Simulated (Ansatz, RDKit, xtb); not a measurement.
# Si3NH8Br: ranking a sample of isomers, part 2 of 2

A sample of isomers of Si3NH8Br is drawn. Aim: find which of them has the lowest free energy at 298.15 K, then its properties. The sample is small against all isomers, and the most stable one of this formula need not be in it.

xtb, Ansatz and PySCF; isolated molecules. The steps go on from the part before.

### 6 The relaxed candidates

```
label     spin  r2SCAN-D4/def2-SVP (kcal/mol)  PBE-D3(BJ)/def2-SVP, relaxed (kcal/mol)  time
c733b  singlet                            0.0                                      0.0  69 s
c079c  singlet                           10.4                                      6.8  84 s
c521c  singlet                           11.2                                      7.5  73 s
```

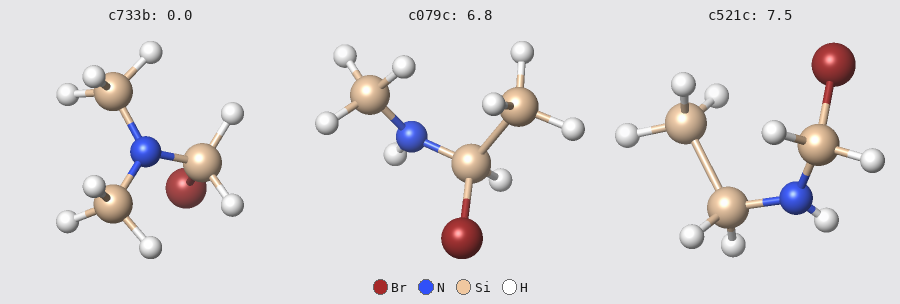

The relaxed structures, with energies at PBE-D3(BJ)/def2-SVP in kcal/mol.

### 7 Harmonic analysis of the finalists

The lowest few in one piece go on as finalists. In this search the thermal terms come from GFN2-xTB at its own nearest minimum. The first, c733b:

Input file start.xyz:

```xyz
13
c733b
Br     2.495564     3.389296    -2.014708
N      0.140932     1.027194    -1.974553
Si    -1.318177     1.657528    -1.175994
Si     0.838538    -0.495141    -1.374674
Si     1.044097     2.034481    -3.084593
H     -2.357042     0.570721    -1.138747
H     -1.815335     2.830796    -1.970095
H     -1.038547     2.092126     0.237482
H      1.926090    -0.915604    -2.320602
H      1.410409    -0.341706     0.008932
H     -0.245446    -1.536417    -1.324558
H      0.097869     2.922040    -3.832761
H      1.856545     1.166031    -3.994879
```

On the command line:

```sh
$ xtb start.xyz --gfn 2 --ohess tight
```

Log:

```text
* xtb version 6.7.1
   ID    Z sym.   atoms
    1   35 Br     1
    2    7 N      2
    3   14 Si     3-5
    4    1 H      6-13

           -------------------------------------------------
          |                Calculation Setup                |
           -------------------------------------------------

          program call               : xtb start.xyz --gfn 2 --ohess tight
          coordinate file            : start.xyz
          omp threads                :                     2

           -------------------------------------------------
          |                 G F N 2 - x T B                 |
           -------------------------------------------------

      * Hamiltonian:
        H0-scaling (s, p, d)           1.850000    2.230000    2.230000
        zeta-weighting                 0.500000
      * Dispersion:
        s8                             2.700000
        a1                             0.520000
        a2                             5.000000
        s9                             5.000000
      * Repulsion:
        kExp                           1.500000    1.000000
        rExp                           1.000000
      * Coulomb:
        alpha                          2.000000
        third order                    shell-resolved
        anisotropic                    true
        a3                             3.000000
        a5                             4.000000
        cn-shift                       1.200000
        cn-exp                         4.000000
        max-rad                        5.000000

          ...................................................
          :                      SETUP                      :
          :.................................................:
          :  # basis functions                  52          :
          :  # atomic orbitals                  48          :
          :  # shells                           22          :
          :  # electrons                        32          :
          :  max. iterations                   250          :
          :  Hamiltonian                  GFN2-xTB          :
          :  restarted?                      false          :
          :  GBSA solvation                  false          :
          :  PC potential                    false          :
          :  electronic temp.          300.0000000     K    :
          :  accuracy                    1.0000000          :
          :  -> integral cutoff          0.2500000E+02      :
          :  -> integral neglect         0.1000000E-07      :
          :  -> SCF convergence          0.1000000E-05 Eh   :
          :  -> wf. convergence          0.1000000E-03 e    :
          :  Broyden damping             0.4000000          :
          :  net charge                          0          :
          :  unpaired electrons                  0          :
          ...................................................

[... 7 lines left out ...]
   *** convergence criteria satisfied after 16 iterations ***
[... 69 lines left out ...]
          :   grad. convergence          0.8000000E-03 Eh/α :
[... 60 lines left out ...]
 * total energy  :   -16.4068152 Eh     change       -0.9920689E-03 Eh
[... 50 lines left out ...]
 * total energy  :   -16.4073186 Eh     change       -0.1575319E-04 Eh
[... 52 lines left out ...]
 * total energy  :   -16.4073471 Eh     change       -0.9728498E-05 Eh
[... 55 lines left out ...]
 * total energy  :   -16.4073757 Eh     change       -0.8043857E-05 Eh
[... 56 lines left out ...]
 * total energy  :   -16.4073973 Eh     change       -0.7903333E-05 Eh
[... 52 lines left out ...]
 * total energy  :   -16.4074271 Eh     change       -0.1010895E-04 Eh
[... 67 lines left out ...]
 * total energy  :   -16.4074510 Eh     change       -0.7093297E-05 Eh
[... 52 lines left out ...]
 * total energy  :   -16.4074615 Eh     change       -0.4595465E-05 Eh
[... 55 lines left out ...]
 * total energy  :   -16.4074769 Eh     change       -0.4342612E-05 Eh
[... 53 lines left out ...]
 * total energy  :   -16.4074857 Eh     change       -0.2665863E-05 Eh
[... 53 lines left out ...]
 * total energy  :   -16.4074937 Eh     change       -0.2667656E-05 Eh
[... 53 lines left out ...]
 * total energy  :   -16.4075007 Eh     change       -0.2077504E-05 Eh
[... 50 lines left out ...]
 * total energy  :   -16.4075055 Eh     change       -0.1419454E-05 Eh
[... 50 lines left out ...]
 * total energy  :   -16.4075091 Eh     change       -0.1096434E-05 Eh
[... 49 lines left out ...]
   *** GEOMETRY OPTIMIZATION CONVERGED AFTER 44 ITERATIONS ***
[... 55 lines left out ...]
          |                Final Singlepoint                |
[... 30 lines left out ...]
   *** convergence criteria satisfied after 3 iterations ***
[... 204 lines left out ...]
          :  # imaginary freq.                       0      :
[... 9 lines left out ...]
    mode    ω/cm⁻¹     T·S(HO)/kcal·mol⁻¹    T·S(FR)/kcal·mol⁻¹   T·S(vib)
   ------------------------------------------------------------------------
       1     19.22    -2.00163 (  2.14%)    -1.33932 ( 97.86%)    -1.35346
       2     51.63    -1.41734 ( 53.21%)    -1.04683 ( 46.79%)    -1.24399
       3     56.73    -1.36185 ( 62.37%)    -1.01895 ( 37.63%)    -1.23283
       4     88.85    -1.09873 ( 90.89%)    -0.88611 (  9.11%)    -1.07936
       5    211.06    -0.60658 ( 99.69%)    -0.62988 (  0.31%)    -0.60665
       6    226.11    -0.56936 ( 99.76%)    -0.60948 (  0.24%)    -0.56945
       7    251.30    -0.51325 ( 99.84%)    -0.57819 (  0.16%)    -0.51335
   ------------------------------------------------------------------------

   temp. (K)  partition function   enthalpy   heat capacity  entropy
                                   cal/mol     cal/K/mol   cal/K/mol   J/K/mol
 298.15  VIB  0.470E+04             4499.410     26.843     28.642
         ROT  0.737E+06              888.752      2.981     29.829
         INT  0.346E+10             5388.162     29.824     58.471
         TR   0.246E+28             1481.254      4.968     41.553
         TOT                        6869.4164    34.7924   100.0235   418.4981

       T/K    H(0)-H(T)+PV         H(T)/Eh          T*S/Eh         G(T)/Eh
   ------------------------------------------------------------------------
    298.15    0.109471E-01    0.835989E-01    0.475244E-01    0.360745E-01
   ------------------------------------------------------------------------

         :::::::::::::::::::::::::::::::::::::::::::::::::::::
         ::                  THERMODYNAMIC                  ::
         :::::::::::::::::::::::::::::::::::::::::::::::::::::
         :: total free energy         -16.371435941292 Eh   ::
         ::.................................................::
         :: total energy              -16.407510449361 Eh   ::
         :: zero point energy           0.072651765797 Eh   ::
         :: G(RRHO) w/o ZPVE           -0.036577257728 Eh   ::
         :: G(RRHO) contrib.            0.036074508069 Eh   ::
         :::::::::::::::::::::::::::::::::::::::::::::::::::::

optimized geometry written to: xtbopt.xyz

           -------------------------------------------------
          | TOTAL ENERGY              -16.407510449361 Eh   |
          | TOTAL ENTHALPY            -16.323911571790 Eh   |
          | TOTAL FREE ENERGY         -16.371435941292 Eh   |
          | GRADIENT NORM               0.000062538134 Eh/α |
          | HOMO-LUMO GAP               4.743482013377 eV   |
           -------------------------------------------------

------------------------------------------------------------------------
------------------------------------------------------------------------
 total:
 * wall-time:     0 d,  0 h,  0 min,  1.781 sec
 *  cpu-time:     0 d,  0 h,  0 min,  3.473 sec
 * ratio c/w:     1.950 speedup
 SCF:
 * wall-time:     0 d,  0 h,  0 min,  0.024 sec
 *  cpu-time:     0 d,  0 h,  0 min,  0.045 sec
 * ratio c/w:     1.879 speedup
 ANC optimizer:
 * wall-time:     0 d,  0 h,  0 min,  0.790 sec
 *  cpu-time:     0 d,  0 h,  0 min,  1.547 sec
 * ratio c/w:     1.959 speedup
 analytical hessian:
 * wall-time:     0 d,  0 h,  0 min,  0.924 sec
 *  cpu-time:     0 d,  0 h,  0 min,  1.822 sec
 * ratio c/w:     1.972 speedup
```

Run time: 1.9 s. Hardware: 2 threads of AMD EPYC (Zen 3), shared host.

### 8 Thermal terms of the finalists

As xtb prints them, at 298.15 K, with its own treatment of low modes:

```
label                    SMILES     spin  lowest mode (cm⁻¹)  zero-point (kcal/mol)  G − E (kcal/mol)
c733b   [SiH3]N([SiH3])[SiH2]Br  singlet                  19                   45.6              22.6
c079c  [SiH3]N[Si@@H]([SiH3])Br  singlet                  32                   46.2              22.8
c521c     [SiH3][SiH2]N[SiH2]Br  singlet                  25                   46.3              23.3
```

### 9 Energies at the top level

Single points at CCSD(T)/def2-SVP + MP2/def2-TZVPP - MP2/def2-SVP on the refined geometries decide the order.

c733b, CCSD(T)/def2-SVP:

Input file input.yaml:

```yaml
basis:
  gaussian: {orbitals: def2-SVP}
crystal:
  periodic: [false, false, false]
  atoms:
    - symbol: Br
      position_ang: [2.495564, 3.389296, -2.014708]
    - symbol: N
      position_ang: [0.140932, 1.027194, -1.974553]
    - symbol: Si
      position_ang: [-1.318177, 1.657528, -1.175994]
    - symbol: Si
      position_ang: [0.838538, -0.495141, -1.374674]
    - symbol: Si
      position_ang: [1.044097, 2.034481, -3.084593]
    - symbol: H
      position_ang: [-2.357042, 0.570721, -1.138747]
    - symbol: H
      position_ang: [-1.815335, 2.830796, -1.970095]
    - symbol: H
      position_ang: [-1.038547, 2.092126, 0.237482]
    - symbol: H
      position_ang: [1.926090, -0.915604, -2.320602]
    - symbol: H
      position_ang: [1.410409, -0.341706, 0.008932]
    - symbol: H
      position_ang: [-0.245446, -1.536417, -1.324558]
    - symbol: H
      position_ang: [0.097869, 2.922040, -3.832761]
    - symbol: H
      position_ang: [1.856545, 1.166031, -3.994879]
correlation: {method: ccsd_t, frozen_orbitals: {"N": 1, Si: 5, H: 0, Br: 9}}
```

On the command line:

```sh
$ ansatz run input.yaml --threads 2 --pin off --max-ram 5220MiB --events-out events.jsonl --progress --plain --runs-dir runs
```

Log:

```text
Warning: RAYON_NUM_THREADS=2 ignored (pool sized by the plan → 2); use --threads N
Functional definition: HF
  name "HF"
  exchange = exact_x
  correlation = 0
1353 factors; integrals over basis functions are off by at most 1.2e-3 eV
mean field evaluation 1: about -95177.2330 eV, gradient 3.1e1 eV
mean field evaluation 2: about -95177.2471 eV, gradient 3.1e1 eV
mean field evaluation 4: about -95180.0748 eV, gradient 4.0e0 eV
mean field evaluation 8: about -95180.1316 eV, gradient 1.3e-4 eV
mean field evaluation 16: about -95180.1138 eV, gradient 1.8e-1 eV
mean field -95180.13156580 eV, -3497.8053196327 hartree, gradient 1.9e-6 eV, S^2 0.000000; 0 other end points of the search recorded, 0 dependent functions left out
25 core orbitals not correlated: weight in the atoms' cores, before any rotation towards them, 1.000 or more for the frozen orbitals, at most 0.000 for the correlated occupied ones
reference -95180.13156580 eV, -3497.8053196327 hartree; 21, 21 occupied and 94, 94 virtual orbitals, 1353 factors
second order -19.02124035 eV of doubles, -0.00000000 eV of singles
cycle   1  -20.03541130 eV  change    -1.0e0 eV  update   1.1e-1
cycle   2  -20.67884242 eV  change   -6.4e-1 eV  update   3.1e-2
cycle   3  -20.76712758 eV  change   -8.8e-2 eV  update   1.3e-2
cycle   4  -20.75701846 eV  change    1.0e-2 eV  update   3.1e-3
cycle   5  -20.75764909 eV  change   -6.3e-4 eV  update   1.1e-3
cycle   6  -20.75742728 eV  change    2.2e-4 eV  update   3.1e-4
cycle   7  -20.75727922 eV  change    1.5e-4 eV  update   1.1e-4
cycle   8  -20.75731905 eV  change   -4.0e-5 eV  update   3.7e-5
perturbative correction -0.53749140 eV, -0.0197524446 hartree
Total energy: -95201.42637625 eV, -3498.5878894826 hartree
```

Wall time 63 s (2 threads of AMD EPYC (Zen 3), shared host); peak memory 0.9 GiB.

### 10 c733b at MP2/def2-TZVPP

input.yaml, as its differences from that of step 9:

```diff
@@ -1,3 +1 @@
-basis:
-  gaussian: {orbitals: def2-SVP}
 crystal:
@@ -31,2 +29,8 @@
       position_ang: [1.856545, 1.166031, -3.994879]
-correlation: {method: ccsd_t, frozen_orbitals: {"N": 1, Si: 5, H: 0, Br: 9}}
+basis:
+  gaussian:
+    orbitals: def2-TZVPP
+total_charge: 0
+correlation:
+  method: mp2
+  frozen_orbitals: {"N": 1, Si: 5, H: 0, Br: 9}
```

On the command line:

```sh
$ ansatz run input.yaml --threads 2 --pin off --max-ram 5220MiB --events-out events.jsonl --progress --plain --runs-dir runs
```

Log:

```text
Warning: RAYON_NUM_THREADS=2 ignored (pool sized by the plan → 2); use --threads N
[... 4 set-up lines as earlier in the session ...]
1853 factors; integrals over basis functions are off by at most 1.0e-3 eV
mean field evaluation 1: about -95194.8256 eV, gradient 3.8e1 eV
mean field evaluation 2: about -95195.1599 eV, gradient 3.8e1 eV
mean field evaluation 4: about -95199.0126 eV, gradient 4.7e0 eV
mean field evaluation 8: about -95199.0999 eV, gradient 2.6e-1 eV
mean field evaluation 16: about -95199.1002 eV, gradient 1.1e-6 eV
mean field -95199.10019818 eV, -3498.5024040153 hartree, gradient 1.1e-6 eV, S^2 0.000000; 0 other end points of the search recorded, 0 dependent functions left out
25 core orbitals not correlated: weight in the atoms' cores, before any rotation towards them, 1.000 or more for the frozen orbitals, at most 0.000 for the correlated occupied ones
reference -95199.10019818 eV, -3498.5024040153 hartree; 21, 21 occupied and 271, 271 virtual orbitals, 1853 factors
second order -23.48184009 eV of doubles, -0.00000000 eV of singles
Total energy: -95222.58203827 eV, -3499.3653457221 hartree
```

It took 35 s on 2 threads of AMD EPYC (Zen 3), shared host; peak memory 1.1 GiB.

### 11 c079c at CCSD(T)/def2-SVP

Input file input.yaml:

```yaml
crystal:
  periodic: [false, false, false]
  atoms:
    - {symbol: Br, position_ang: [-1.328196, 2.062092, -2.598832]}
    - {symbol: N, position_ang: [0.932412, 0.713873, -0.490935]}
    - {symbol: Si, position_ang: [0.734938, 1.139846, 1.207186]}
    - {symbol: Si, position_ang: [-0.304123, 0.270220, -1.637929]}
    - {symbol: Si, position_ang: [-2.053308, -0.941027, -0.637647]}
    - {symbol: H, position_ang: [-0.530154, 0.472609, 1.667773]}
    - {symbol: H, position_ang: [0.623080, 2.622231, 1.451485]}
    - {symbol: H, position_ang: [1.908345, 0.623461, 1.994270]}
    - {symbol: H, position_ang: [1.830795, 0.976197, -0.913872]}
    - {symbol: H, position_ang: [0.365582, -0.452272, -2.771930]}
    - {symbol: H, position_ang: [-2.898082, -1.503550, -1.748730]}
    - {symbol: H, position_ang: [-2.899189, -0.031007, 0.207569]}
    - {symbol: H, position_ang: [-1.530916, -2.073604, 0.206180]}
basis:
  gaussian: {orbitals: def2-SVP}
correlation: {method: ccsd_t, frozen_orbitals: {"N": 1, Si: 5, H: 0, Br: 9}}
total_charge: 0
```

On the command line:

```sh
$ ansatz run input.yaml --threads 2 --pin off --max-ram 5220MiB --events-out events.jsonl --progress --plain --runs-dir runs
```

Log:

```text
Warning: RAYON_NUM_THREADS=2 ignored (pool sized by the plan → 2); use --threads N
[... 4 set-up lines as earlier in the session ...]
1361 factors; integrals over basis functions are off by at most 1.2e-3 eV
mean field evaluation 1: about -95176.5453 eV, gradient 3.1e1 eV
mean field evaluation 2: about -95176.5613 eV, gradient 3.1e1 eV
mean field evaluation 4: about -95179.4602 eV, gradient 3.6e0 eV
mean field evaluation 8: about -95179.5158 eV, gradient 2.1e-1 eV
mean field evaluation 16: about -95179.4943 eV, gradient 6.6e-1 eV
mean field -95179.51595613 eV, -3497.7826963948 hartree, gradient 3.4e-6 eV, S^2 0.000000; 0 other end points of the search recorded, 0 dependent functions left out
25 core orbitals not correlated: weight in the atoms' cores, before any rotation towards them, 1.000 or more for the frozen orbitals, at most 0.000 for the correlated occupied ones
reference -95179.51595613 eV, -3497.7826963948 hartree; 21, 21 occupied and 94, 94 virtual orbitals, 1361 factors
second order -19.01404270 eV of doubles, -0.00000000 eV of singles
cycle   1  -20.10253717 eV  change    -1.1e0 eV  update   1.0e-1
cycle   2  -20.73619787 eV  change   -6.3e-1 eV  update   3.2e-2
cycle   3  -20.81525110 eV  change   -7.9e-2 eV  update   1.3e-2
cycle   4  -20.80575963 eV  change    9.5e-3 eV  update   3.4e-3
cycle   5  -20.80641600 eV  change   -6.6e-4 eV  update   1.2e-3
cycle   6  -20.80611440 eV  change    3.0e-4 eV  update   3.6e-4
cycle   7  -20.80592770 eV  change    1.9e-4 eV  update   1.4e-4
cycle   8  -20.80597990 eV  change   -5.2e-5 eV  update   4.7e-5
cycle   9  -20.80598742 eV  change   -7.5e-6 eV  update   1.6e-5
perturbative correction -0.53935661 eV, -0.0198209899 hartree
Total energy: -95200.86130017 eV, -3498.5671233196 hartree
```

It took 68 s on 2 threads of AMD EPYC (Zen 3), shared host; peak memory 0.9 GiB.

### 12 Free energies and the winner

Energies in kcal/mol from c733b; G adds the thermal terms to the CCSD(T)/def2-SVP + MP2/def2-TZVPP - MP2/def2-SVP energy. The columns left of the relaxed level are at the tight-binding geometries.

```
label                    SMILES     spin  GFN2-xTB  HF/STO-3G  r2SCAN-D4/def2-SVP  PBE-D3(BJ)/def2-SVP  HF/def2-SVP  MP2/def2-SVP  CCSD(T)/def2-SVP + MP2/def2-TZVPP - MP2/def2-SVP     G  share at equilibrium     T1
c733b   [SiH3]N([SiH3])[SiH2]Br  singlet       0.0        0.0                 0.0                  0.0          0.0           0.0                                               0.0   0.0               100.0 %  0.010
c079c  [SiH3]N[Si@@H]([SiH3])Br  singlet      27.6        6.8                10.4                  6.8         14.2          14.4                                              13.5  13.7               < 0.1 %  0.010
c521c     [SiH3][SiH2]N[SiH2]Br  singlet      27.2        8.4                11.2                  7.5         15.0          15.3                                              14.3  14.9               < 0.1 %  0.010
```

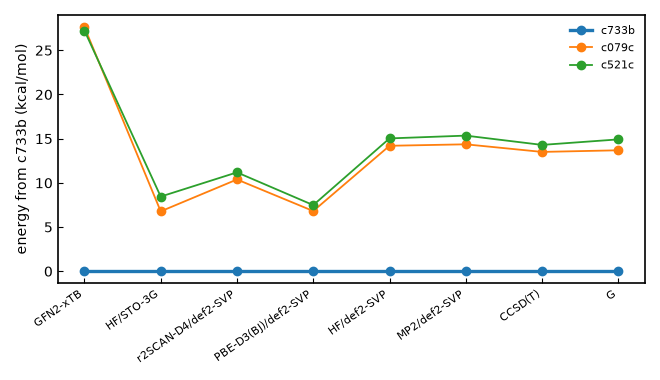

The finalists at each level, measured from c733b.

Lowest found: c733b, `[SiH3]N([SiH3])[SiH2]Br`, a singlet. Bond lengths: N2–Si3 1.779 Å, N2–Si4 1.779 Å, Br1–Si5 2.255 Å, N2–Si5 1.750 Å, Si3–H6 1.504 Å, Si3–H7 1.501 Å, Si3–H8 1.505 Å, Si4–H9 1.501 Å, Si4–H10 1.505 Å, Si4–H11 1.504 Å, Si5–H12 1.498 Å, Si5–H13 1.498 Å. Some angles: Si3–N2–Si4 118.3°, Si3–N2–Si5 120.3°, Si4–N2–Si5 120.3°, Br1–Si5–N2 112.1°, N2–Si3–H6 108.8°, N2–Si3–H7 108.1°, N2–Si3–H8 111.8°, N2–Si4–H9 108.1°, N2–Si4–H10 111.8°, N2–Si4–H11 108.7°.

```xyz
13

Br    2.4956    3.3893   -2.0147
N     0.1409    1.0272   -1.9746
Si   -1.3182    1.6575   -1.1760
Si    0.8385   -0.4951   -1.3747
Si    1.0441    2.0345   -3.0846
H    -2.3570    0.5707   -1.1387
H    -1.8153    2.8308   -1.9701
H    -1.0385    2.0921    0.2375
H     1.9261   -0.9156   -2.3206
H     1.4104   -0.3417    0.0089
H    -0.2454   -1.5364   -1.3246
H     0.0979    2.9220   -3.8328
H     1.8565    1.1660   -3.9949
```

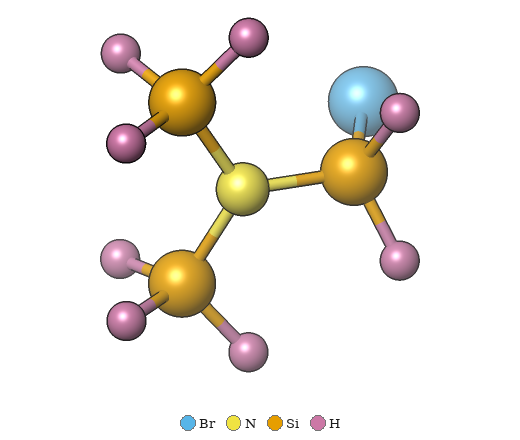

The lowest structure found, seen from a chosen angle (bromine blue, nitrogen yellow, silicon amber, hydrogen pink).

### 13 What came out

The summary covers parts 1 to 2.

| quantity | value |
| --- | --- |
| lowest structure found | [SiH3]N([SiH3])[SiH2]Br, singlet |
| next finalist | [SiH3]N[Si@@H]([SiH3])Br, singlet, 13.7 kcal/mol higher in G |
| share at equilibrium, among the finalists | 100.0 % |
| funnel | 10 starts, 10 minima at GFN2-xTB, 8 screening runs, 3 relaxed, 3 ranked |
| CPU time of all runs | 19 min |

What this shows: `[SiH3]N([SiH3])[SiH2]Br` comes out lowest. Among the finalists first place is clear (13.7 kcal/mol); structures outside the list aren't covered. GFN2-xTB, HF/STO-3G, r2SCAN-D4/def2-SVP, PBE-D3(BJ)/def2-SVP, HF/def2-SVP and MP2/def2-SVP already put its bonding pattern lowest among the structures in one piece. The largest share of the time went into the final energies (50 %). 4 minima inside the window were never screened. The search is not exhaustive (a finite list of starts, one conformer a finalist), so a lower isomer can't be ruled out. Only 3 drawn patterns were tried, so whole families of isomers are missing, and the result ranks this sample alone.
